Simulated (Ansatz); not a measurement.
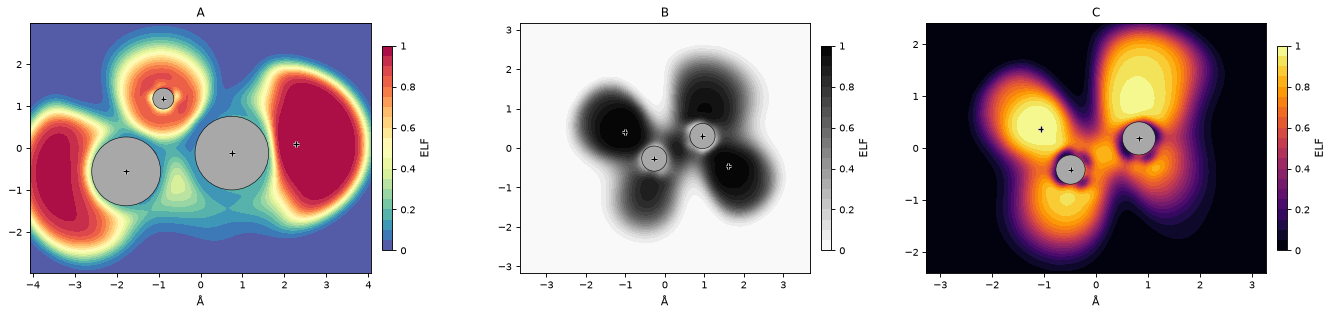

The electron localisation function of 3 systems, each on a plane through atoms (crosses mark nuclei in the plane; grey discs cover the cores).

Theory: isolated molecule in a Gaussian basis; Kohn-Sham density functional theory, functional PBE0 (Ansatz).

System 1: H3NO (SMILES NO), the plane of atoms N1, O2 and H5. Geometry: B3LYP/6-31G*.

```json
{"atom": "N", "x (Å)": "-1.6061", "y (Å)": "-0.1438", "z (Å)": "0.8247"}
{"atom": "O", "x (Å)": "-0.2641", "y (Å)": "0.0588", "z (Å)": "1.3275"}
{"atom": "H", "x (Å)": "-1.9742", "y (Å)": "-0.8798", "z (Å)": "1.4311"}
{"atom": "H", "x (Å)": "-1.4514", "y (Å)": "-0.5970", "z (Å)": "-0.0784"}
{"atom": "H", "x (Å)": "-0.2612", "y (Å)": "1.0117", "z (Å)": "1.5072"}
```

System 2: FGeH3Zn, the plane of atoms Ge2, F1 and Zn3. Geometry: PBE0-D3(BJ)/pcseg-1.

```csv
atom,x (Å),y (Å),z (Å)
F,1.5292,-0.7857,0.5891
Ge,0.4279,-1.6760,-0.7493
Zn,0.0927,0.6776,0.1926
H,0.4529,-0.1675,-1.5086
H,-0.1516,2.1005,0.7287
H,-0.8531,-1.0072,0.1250
```

System 3: H3N2 (SMILES [NH]N) (doublet), the plane of atoms N2, N1 and H3. Geometry: r2SCAN-D4/def2-TZVP.

```csv
atom,x (Å),y (Å),z (Å)
N,0.4307,-0.3576,-0.9592
N,0.3198,0.9118,-0.5147
H,1.3601,-0.5883,-1.2776
H,-0.5781,0.9529,-0.0247
H,-0.0413,-1.1132,-0.4746
```

Q: Match each panel to its system.

A: Panel A is system 2, FGeH3Zn: the plane holds F, Ge, Zn and H. Ge–F (1.95 Å): the ELF peaks at about 0.80 in the valence shell of F, 0.5 Å from its nucleus, and is about 0.25 at the midpoint. Panel B is system 3, H3N2: the plane holds N and H. N–N (1.35 Å): the ELF peaks at about 0.90 between the atoms, as expected for a covalent bond. Panel C is system 1, H3NO: the plane holds N, O and H. N–O (1.45 Å): the ELF peaks at about 0.80 between the atoms, as expected for a covalent bond.
